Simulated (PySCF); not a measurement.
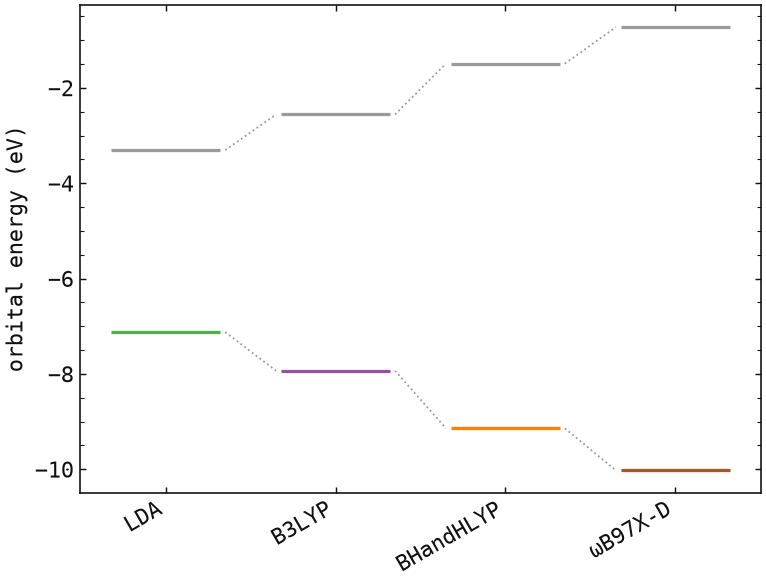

Frontier orbital energies of SiS at one geometry, def2-SVPD, PySCF, at a PBE0-D3(BJ)/def2-SVP geometry (no frequency check). Empty levels are grey, levels within 0.1 eV stand side by side; all columns show the same few orbitals around the gap. Dotted lines join the HOMOs and the LUMOs.

Q: How do the frontier levels move from column to column?

A: The separation grows from 3.82 eV (LDA) to 9.30 eV (ωB97X-D).

| level | HOMO (eV) | LUMO (eV) | separation (eV) |
| --- | --- | --- | --- |
| LDA | −7.12 | −3.30 | 3.82 |
| B3LYP | −7.93 | −2.55 | 5.38 |
| BHandHLYP | −9.14 | −1.49 | 7.65 |
| ωB97X-D | −10.02 | −0.72 | 9.30 |
